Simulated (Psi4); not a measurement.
# MP3/6-311+G(d,p) run of CHClF2 (SMILES FC(F)Cl)

What is the vertical singlet–triplet gap of CHClF2 at MP3/6-311+G**? 

The calculation is run with Psi4 1.11.

2 further runs of the same task are left out: 2 set aside as unsound or not needed.

### Step 1. The molecule

CHClF2 has 5 atoms, charge 0, and is taken as a singlet. As SMILES, `FC(F)Cl`. Geometry: relaxed at PBE0-D4/def2-TZVP.

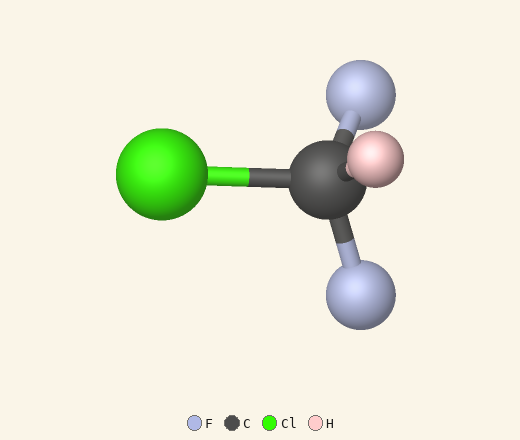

The structure, seen from a chosen angle (fluorine light blue, carbon dark grey, chlorine green, hydrogen pink).

### Step 2. A single-point energy at MP3/6-311+G(d,p)

The input, run_ase.py:

```python
import numpy as np
from ase.calculators.psi4 import Psi4
from ase import Atoms

a = Atoms(['F', 'C', 'F', 'Cl', 'H'], positions=[
    [0.038900, -0.568100, 1.222300],
    [0.109400, 0.023600, 0.028300],
    [0.844200, -0.745900, -0.776900],
    [-1.511000, 0.208900, -0.640800],
    [0.568600, 1.007800, 0.125800],
])
calc = Psi4(atoms=a, method='mp3', basis='6-311+G**', memory='1600MB', num_threads=1, charge=0, multiplicity=1, label='psi4-calc')
calc.psi4.set_options({'puream': True, 'e_convergence': 1e-09, 'd_convergence': 1e-08, 'scf_type': 'pk', 'num_frozen_docc': 8, 'mp_type': 'conv'})
a.calc = calc

print(f'energy: {a.get_potential_energy():.6f} eV')
```

Launch:

```console
$ python run_ase.py
```

psi4-calc.dat, shortened:

```text
[...]
  Running in c1 symmetry.
[...]
  Nuclear repulsion =  168.406744960820134
[...]
  Multiplicity = 1
[...]
  Nalpha       = 21
  Nbeta        = 21
[...]
    Number of basis functions: 102
[...]
   @RHF iter   1:  -696.81828506633167   -3.39104e-01   4.30037e-03 DIIS/ADIIS
[...]
   @RHF iter  11:  -696.89729886554096   -8.41283e-12   5.88936e-09 DIIS
[...]
    Orbital Energies [Eh]
    ---------------------
    Doubly Occupied:
       1A   -104.864805     2A    -26.350625     3A    -26.350579
       4A    -11.493192     5A    -10.592059     6A     -8.060360
       7A     -8.057142     8A     -8.057113     9A     -1.714715
      10A     -1.645856    11A     -1.169229    12A     -0.961300
      13A     -0.828221    14A     -0.806581    15A     -0.777295
      16A     -0.703571    17A     -0.668186    18A     -0.656278
      19A     -0.557615    20A     -0.491236    21A     -0.486561
[...]
  @RHF Final Energy:  -696.89729886554096
   => Energetics <=
    Nuclear Repulsion Energy =            168.4067449608201343
    One-Electron Energy =               -1300.0230477201751000
    Two-Electron Energy =                 434.7190038938140901
    Total Energy =                       -696.8972988655409608
[...]
 Multipole Moments:
 ------------------------------------------------------------------------------------
     Multipole            Electronic (a.u.)      Nuclear  (a.u.)        Total (a.u.)
 ------------------------------------------------------------------------------------
 L = 1.  Multiply by 2.5417464519 to convert [e a0] to [Debye]
 Dipole X            :         -0.1485307            0.3419783            0.1934476
 Dipole Y            :         -0.9732306            1.6382840            0.6650534
 Dipole Z            :          0.0265138           -0.0079884            0.0185254
 Magnitude           :                                                    0.6928645
[...]
	SCS-MP2 Total Energy (a.u.)        :  -697.56839596768782
	SOS-MP2 Total Energy (a.u.)        :  -697.55676522671854
[...]
	SOS-PI-MP2 Total Energy (a.u.)     :  -697.60749340834764
[...]
	MP2 Total Energy (a.u.)            :  -697.59165744962638
[...]
	SCS-MP3 Total Energy (a.u.)        :  -697.57051870281111
[...]
	MP3 Total Energy (a.u.)            :  -697.60014839011933
[...]
```

Standard output:

```text
energy: -18982.666928 eV
```

Run time: 23 s. Hardware: 1 thread of Intel Xeon Platinum 8259CL at 2.50GHz (Skylake/Cascade Lake), shared host; peak memory 0.87 GiB.

### Step 3. The triplet at the same level

The input, chclf2.xyz:

```xyz
5
CHClF2
F      0.038900    -0.568100     1.222300
C      0.109400     0.023600     0.028300
F      0.844200    -0.745900    -0.776900
Cl    -1.511000     0.208900    -0.640800
H      0.568600     1.007800     0.125800
```

The input, calc.py:

```python
import psi4

psi4.set_memory(1600000000)
psi4.set_num_threads(1)
psi4.set_output_file('output.dat', False)

with open('chclf2.xyz') as f:
    atoms = ''.join(f.readlines()[2:])
geom = psi4.geometry('0 3\n' + atoms + 'symmetry c1')

psi4.set_options({
    'basis': '6-311+G**',
    'reference': 'uhf',
    'puream': True,
    'e_convergence': 1e-09,
    'd_convergence': 1e-08,
    'scf_type': 'pk',
    'num_frozen_docc': 8,
    'maxiter': 100,
    'mp_type': 'conv',
})

E, wfn = psi4.energy("mp3", return_wfn=True)
print('E =', round(E, 9))
```

Launch:

```console
$ python calc.py
```

output.dat, shortened:

```text
[...]
  Running in c1 symmetry.
[...]
  Nuclear repulsion =  168.406744960820134
[...]
  Multiplicity = 3
[...]
  Nalpha       = 22
  Nbeta        = 20
[...]
    Number of basis functions: 102
[...]
   @UHF iter   1:  -696.52058462800289   -4.14034e-02   3.91073e-03 ADIIS/DIIS
[...]
   @UHF iter  19:  -696.63775052702920   -8.41283e-12   7.27578e-09 DIIS
[...]
   @S^2 Observed:                2.013707977E+00
[...]
  @UHF Final Energy:  -696.63775052702920
   => Energetics <=
    Nuclear Repulsion Energy =            168.4067449608201343
    One-Electron Energy =               -1299.5192124717887054
    Two-Electron Energy =                 434.4747169839394019
    Total Energy =                       -696.6377505270291977
  UHF NO Occupations:
  HONO-2 :   20  A 1.9964318
  HONO-1 :   21  A 1.0000000
[...]
 Multipole Moments:
 ------------------------------------------------------------------------------------
     Multipole            Electronic (a.u.)      Nuclear  (a.u.)        Total (a.u.)
 ------------------------------------------------------------------------------------
 L = 1.  Multiply by 2.5417464519 to convert [e a0] to [Debye]
 Dipole X            :         -0.5367991            0.3419783           -0.1948208
 Dipole Y            :         -0.9719686            1.6382840            0.6663155
 Dipole Z            :         -0.1299896           -0.0079884           -0.1379780
 Magnitude           :                                                    0.7077919
[...]
	SCS-MP2 Total Energy (a.u.)        :  -697.28637021511179
	SOS-MP2 Total Energy (a.u.)        :  -697.27460322245236
[...]
	SOS-PI-MP2 Total Energy (a.u.)     :  -697.32359189133103
[...]
	MP2 Total Energy (a.u.)            :  -697.30990420043054
[...]
	SCS-MP3 Total Energy (a.u.)        :  -697.28947883473620
[...]
	MP3 Total Energy (a.u.)            :  -697.32233867892842
[...]
```

On the terminal:

```text
E = -697.322338679
```

Run time: 30 s. Hardware: 1 thread of Intel Xeon Platinum 8259CL at 2.50GHz (Skylake/Cascade Lake), shared host; peak memory 0.89 GiB.

### Step 4. What came out

Level: MP3/6-311+G**, 8 core orbitals frozen.

| quantity | value |
| --- | --- |
| singlet: total energy | -697.60015 Eh |
| singlet: HOMO energy (Hartree–Fock orbitals) | -13.24 eV |
| singlet: LUMO energy (Hartree–Fock orbitals) | 1.86 eV |
| singlet: HOMO–LUMO gap (Hartree–Fock orbitals) | 15.10 eV |
| singlet: correlation energy (8 core orbitals frozen) | -702.8 mEh |
| triplet: total energy | -697.32234 Eh |
| triplet: HOMO energy (Hartree–Fock orbitals) (highest over α and β) | -5.86 eV |
| triplet: LUMO energy (Hartree–Fock orbitals) (lowest over α and β) | -2.28 eV |
| triplet: correlation energy (8 core orbitals frozen) | -684.6 mEh |
| triplet: ⟨S²⟩ of the reference determinant | 2.014 |
| vertical energy of the triplet above the singlet | 7.560 eV |

At this shape the triplet lies 7.56 eV (729 kJ/mol) above the singlet.
